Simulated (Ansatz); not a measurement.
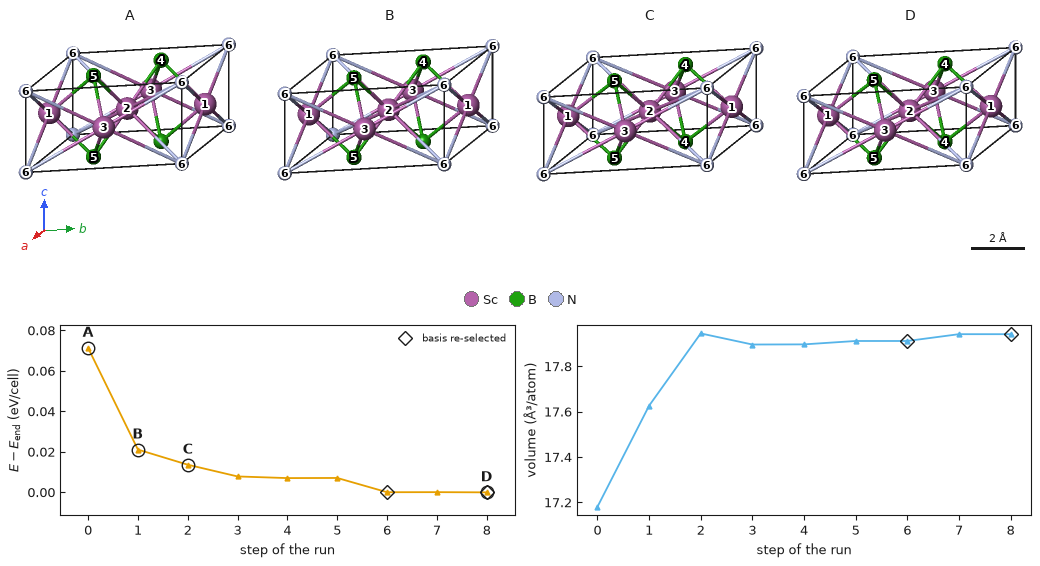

Frames of a relaxation of crystalline Sc₃B₂N (a generated structure, set up in P6/mmm), marked on the history of the run. The picture is a ball-and-stick view of the cell of the calculation, seen slightly off an axis.

These are results of DFT PBE, scalar-relativistic, plane waves, PAW in Ansatz 0.2.0, not measurements.

The input:
```yaml
crystal:
  lattice:
    - [6.1006386674, 0.0, 0.0]
    - [-3.0503193337, 5.2833080653, 0.0]
    - [0.0, 0.0, 3.1982801121]
  atoms:
    - { symbol: Sc, position: [0.5, 0.0, 0.5] }
    - { symbol: Sc, position: [0.5, 0.5, 0.5] }
    - { symbol: Sc, position: [0.0, 0.5, 0.5] }
    - { symbol: B, position: [0.3333333333, 0.6666666667, 0.0] }
    - { symbol: B, position: [0.6666666667, 0.3333333333, 0.0] }
    - { symbol: "N", position: [0.0, 0.0, 0.0], spin: 1.26 }
basis:
  ecutwfc: 420
kpoints:
  mp_grid: { grid: [6, 6, 12] }
hamiltonian:
  xc: pbe
scf:
  occupations: { method: gaussian, width: 0.1 }
output:
  forces: true
  stress: true
  eigenvalues: true
  populations: true
  write_density: true
  write_potential: true
  elf: true
  volumetric_format: npy
magnetization:
  spin_polarized: true
relax:
  adjacent_minimum: "off"
  f_tol: 0.01
  max_steps: 80
  cell: { stress_tol: 0.05 }
```

Command:
```bash
ansatz run input.yaml --threads 1 --pin off --max-ram 2560MiB --backend cpu --events-out ev --progress --plain --runs-dir out
```

Question: Describe the path.

Answer: The energy falls by 71.4 meV per cell of the calculation in 6 accepted moves (8 points after the start). All forces vanish by symmetry, so only the cell relaxes. The pressure goes from 1.15 to 0.00 GPa. The SCF was repeated twice at an unchanged geometry on a basis and grid sized afresh for the cell, which shifted the energy by 7.0 meV per cell of the calculation at most. No atom moves by more than 0.005 Å relative to the cell. The drawn cell changes as follows: a = b 6.101 → 6.364 Å (+4.3 %), c 3.198 → 3.070 Å (−4.0 %); the volume changes by +4.4 %. Near-neighbour distances that change, for instance: Sc1–Sc2 3.050 → 3.182 Å, Sc1–Sc1 3.198 → 3.070 Å, Sc1–N6 3.444 → 3.533 Å, Sc1–B4 2.379 → 2.394 Å. Bond angles that change, for instance: Sc1–B4–Sc1 84.5° → 79.8°, B4–Sc1–B4 84.5° → 79.8°, B4–Sc1–B5 95.5° → 100.2°. The space group stays P6/mmm (No. 191). Cost: 110 s on 1 thread of Intel(R) Xeon(R) 6975P-C (Granite Rapids), on a shared host, peak memory 0.59 GiB. From step 0 to 1: volume +2.6 %, energy −50.3 meV per cell of the calculation. From step 1 to 2: volume +1.8 %, energy −7.5 meV per cell of the calculation. From step 2 to 8: energy −13.7 meV per cell of the calculation.

```csv
step,"E − E(0), meV/atom","pressure, GPa","volume, Å³/atom",note
0,0.00,1.15,17.181,
1,-8.38,0.34,17.627,
2,-9.63,0.22,17.946,
3,-10.59,-0.10,17.897,
4,-10.73,0.05,17.897,
5,-10.72,0.00,17.912,
6,-11.89,0.07,17.912,"same geometry, new basis"
7,-11.89,0.00,17.942,
8,-11.90,0.00,17.942,"same geometry, new basis"
```
